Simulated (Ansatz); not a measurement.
Start from InSb in the zinc blende structure (space group F-43m, No. 216; a = 6.519 Å).

The change: a hydrostatic pressure of 4.5 GPa.

Level of theory: PBEsol (Ansatz, a quantum-chemistry and plane-wave program, PAW, no spin-orbit coupling).

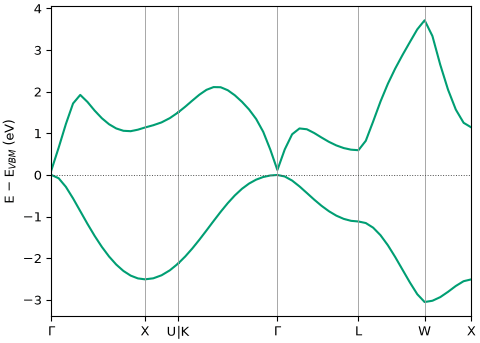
Figure: Highest valence and lowest conduction band along the path of the changed cell's own zone

The gap is 0.12 eV, direct at Γ; the base has zero.

Spin-orbit coupling, missing from the scalar runs, can matter with Sb. Load acts through the strain it causes; cell and atoms are relaxed under it. Stability against distortions was not tested. Tetrahedral semiconductors of this kind turn to denser phases somewhere between about 1 and 50 GPa; those were not computed, so compressed cells here can lie past the real transition. The final runs are not spin-polarised. A zero or small gap of InSb can be the functional's error rather than a property of the material.
